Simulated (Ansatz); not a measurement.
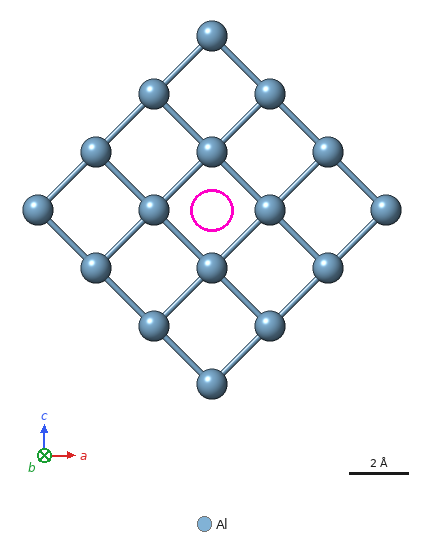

Perfect Al. Style: ball-and-stick. Shown: the atoms within 6.0 Å of one point, in a slice 3.4 Å thick across the line of sight, along the b axis.

Method: Ansatz 0.2.0, DFT LDA, scalar-relativistic, plane waves, PAW. Settings: plane-wave cutoff 420 eV; k-point mesh 4 × 4 × 4; occupations gaussian; smearing width 0.1 eV; no spin polarisation. The cell is small and the k-mesh coarse, so the numbers are rough. The axes drawn are those of the host's conventional cell.

An extra aluminium atom is put between the host's atoms (an interstitial) at the ringed place, in charge state 0. The supercell has 27 sites, and the atoms are relaxed at the host's cell.

**How do the neighbours respond?**

The Al atom starts with 6 Al at 1.99 Å around its place and ends with 6 Al at 2.36 to 2.40 Å. Of the host's atoms, an aluminium atom moves furthest from its site, by 0.45 Å.

The relaxed defect, seen from the same direction:

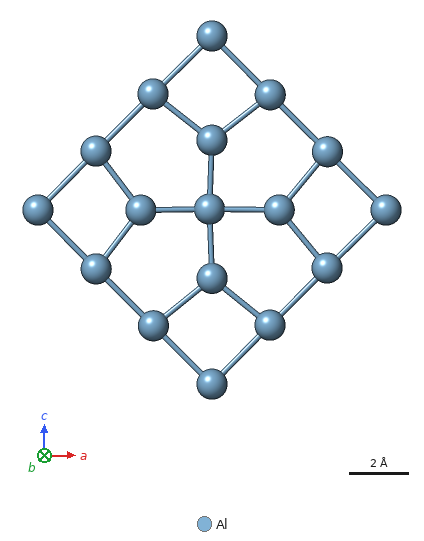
